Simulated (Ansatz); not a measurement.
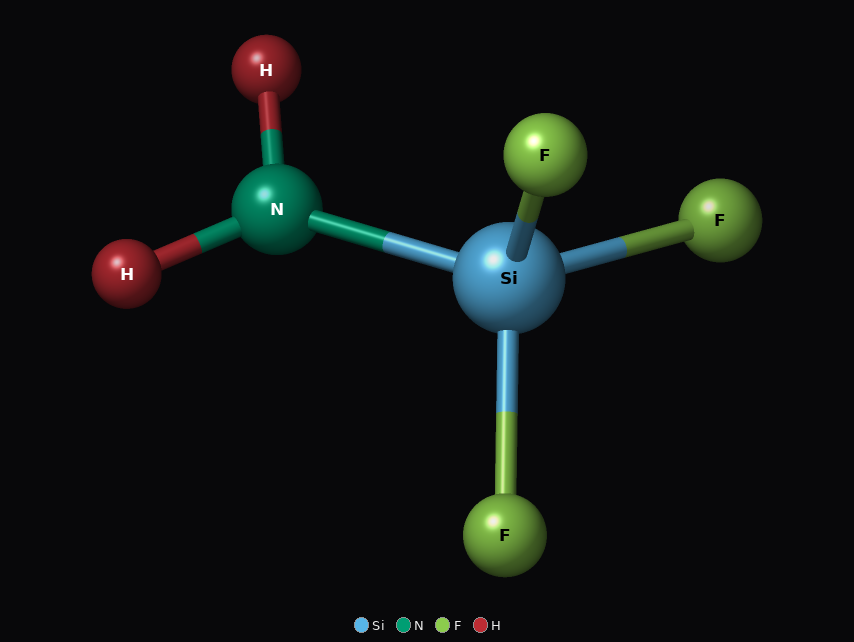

A ball-and-stick model of a molecule. Every bond is drawn as one stick, whatever its order.

Which formula does it have?

F₃H₂NSi, 7 atoms: 3 fluorine, 2 hydrogen, 1 nitrogen and 1 silicon.

Give the symmetry (Schoenflies symbol).

Cs.

The parts below concern this one geometry. Atoms keep their numbers from picture to picture. Computed geometry: PBE0-D4/def2-TZVP optimisation.

### Shape

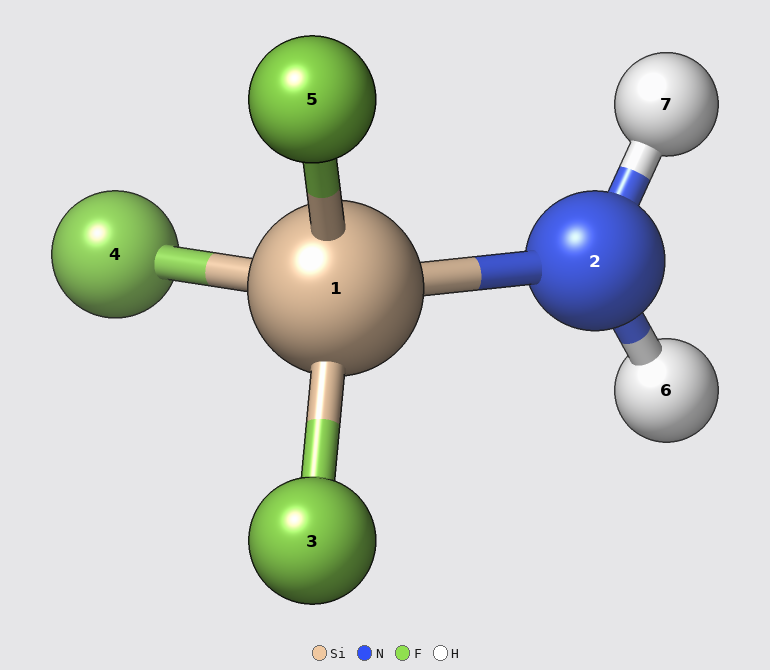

Which atoms are bonded, and how long are the bonds?

```csv
bond,length (Å)
Si1–N2,1.672
Si1–F3,1.574
Si1–F4,1.578
Si1–F5,1.574
N2–H6,1.005
N2–H7,1.005
```

### Vibrations

Harmonic vibrations computed with RKS PBE0-D4/def2-TZVP (Ansatz 0.2.0) at a stationary point of the same level.

How many vibrational modes are there, and where do they lie?

15 modes: 95, 237, 291, 311, 344, 370, 392, 781, 804, 970, 1006, 1017, 1580, 3635, 3730 cm⁻¹.

### Dipole moment

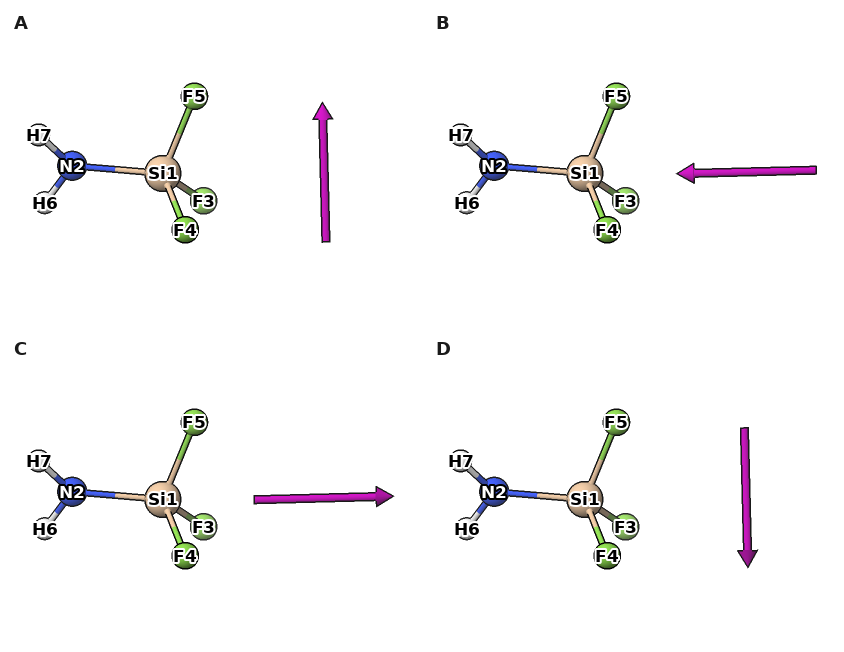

The same molecule four times, each with an arrow. Level of theory: RKS PBE0-D4/def2-TZVP (Ansatz 0.2.0).

Which arrow points along the dipole moment, from the negative to the positive end?

B. The dipole moment is 2.87 D; it points from the side of F3, F5 to the side of H6, H7 (the outermost atoms at the two ends).

### Thermal motion

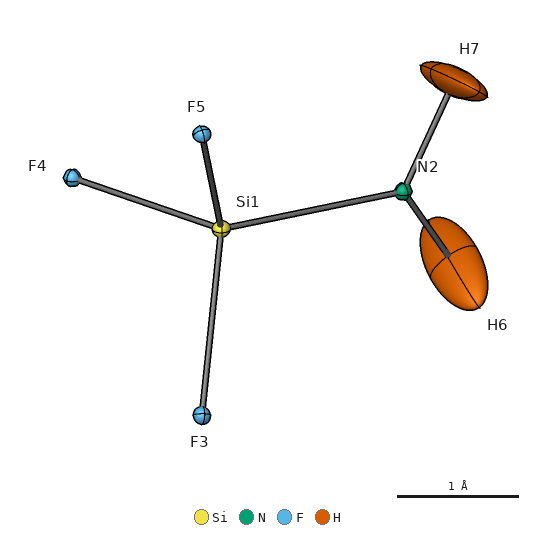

Displacement ellipsoids at the 50 % level, from the internal vibrations of the free molecule (harmonic, no overall translation or rotation; no half-axis is drawn under 0.075 Å). Vibrations computed with RKS PBE0-D4/def2-TZVP (Ansatz 0.2.0). Temperature: 100 K.

Give the displacement parameters, one line for each set of equivalent atoms.

| atom | U_eq (Å²) | rms amplitudes (Å) |
| --- | --- | --- |
| Si1 | 0.00067 | 0.025, 0.026, 0.026 |
| N2 | 0.0019 | 0.037, 0.046, 0.047 |
| F3, F5 | 0.0016 | 0.033, 0.037, 0.047 |
| F4 | 0.0015 | 0.033, 0.038, 0.045 |
| H6, H7 | 0.0560 | 0.076, 0.149, 0.374 |
